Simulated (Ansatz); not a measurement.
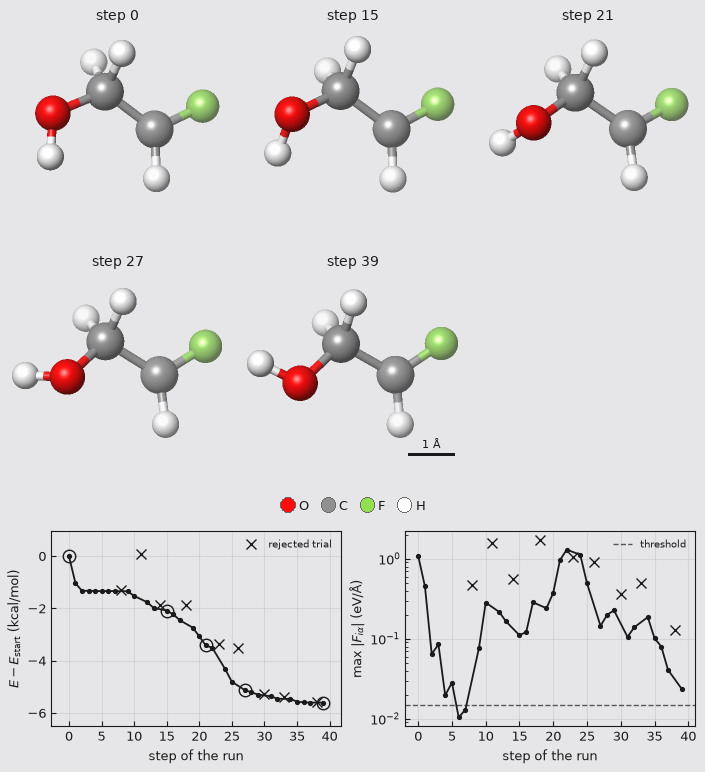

Frames of a relaxation of C2H4FO (charge +1), marked on the history of the run. Style: ball-and-stick. Shown at a tilt.

The run prepares an end point of a later path (torsion) calculation, from a guessed geometry.

All numbers below come from RKS PBE-D4/6-31G* (Ansatz 0.2.0).

The input:
```yaml
crystal:
  periodic: [false, false, false]
  atoms:
    - { symbol: O, position_ang: [-0.26377, 1.34182, -0.69675] }
    - { symbol: C, position_ang: [0.37255, 0.35521, -0.0316] }
    - { symbol: C, position_ang: [-0.24954, -0.87074, 0.31014] }
    - { symbol: F, position_ang: [0.41018, -1.77013, 0.93888] }
    - { symbol: H, position_ang: [-1.18408, 1.17414, -0.95144] }
    - { symbol: H, position_ang: [0.84834, 0.78687, 0.89478] }
    - { symbol: H, position_ang: [1.34883, 0.13301, -0.54889] }
    - { symbol: H, position_ang: [-1.28251, -1.15018, 0.08487] }
total_charge: 1
basis:
  gaussian: { orbitals: "6-31G*" }
hamiltonian:
  xc: pbe
  dispersion: d4
relax:
  f_tol: 0.015
  max_steps: 40
output:
  orbitals: {}
```

Launched with:
```bash
ansatz run input.yaml --threads 1 --pin off --max-ram 2048MiB --backend cpu --events-out ev --progress --plain --runs-dir out
```

What happens along the run?

The relaxation stopped without meeting its thresholds, so the last structure isn't shown to be converged. It used up its limit of 40 steps. After 30 accepted moves (39 points after the start) the energy has fallen by 5.60 kcal/mol. The largest force component goes from 1.1 to 0.024 eV/Å. The line search rejected the trial steps at points 8, 11, 14, 18, 23, 26, 30, 33 and more of the run. The forces were under the threshold at step 6, but the run went on from there. H5 moves most after the best rigid fit: 1.03 Å. Largest moves by element: H 1.03 Å, O 0.60 Å, F 0.23 Å, C 0.15 Å. Some distances before and after: C2–C3 1.417 → 1.453 Å, O1–C2 1.349 → 1.376 Å, O1–H5 0.970 → 0.981 Å, C3–H8 1.094 → 1.104 Å. Among the angles between lasting bonds that change: O1–C2–C3 123.0° → 112.2°, C3–C2–H7 108.7° → 99.9°, O1–C2–H6 108.9° → 116.7°. The run took 60 s on 1 thread of Arm Neoverse V2, with other jobs on the host, peak memory 0.14 GiB. From step 0 to 15: H5 moves most (0.31 Å), energy −2.08 kcal/mol. From step 15 to 21: H5 moves most (0.35 Å), energy −1.33 kcal/mol. From step 21 to 27: H5 moves most (0.37 Å), energy −1.71 kcal/mol. From step 27 to 39: H5 moves most (0.36 Å), energy −0.48 kcal/mol.

```tsv
step	E − E(0), kcal/mol	largest force component, eV/Å	note
0	0.00	1.0868	
1	-1.04	0.4521	
2	-1.32	0.0646	
3	-1.33	0.0850	
4	-1.33	0.0197	
5	-1.33	0.0284	
6	-1.33	0.0104	
7	-1.34	0.0131	
8	-1.31	0.4659	rejected
9	-1.34	0.0767	
10	-1.52	0.2839	
12	-1.76	0.2167	
13	-1.98	0.1652	
15	-2.08	0.1107	
16	-2.22	0.1217	
18	-1.88	1.7357	rejected
19	-2.73	0.2409	
21	-3.41	0.9652	
22	-3.50	1.3000	
24	-4.33	1.1248	
25	-4.80	0.4949	
27	-5.12	0.1453	
28	-5.21	0.2000	
30	-5.28	0.3584	rejected
31	-5.36	0.1057	
33	-5.39	0.4932	rejected
34	-5.46	0.1867	
36	-5.59	0.0801	
37	-5.60	0.0408	
39	-5.60	0.0239
```
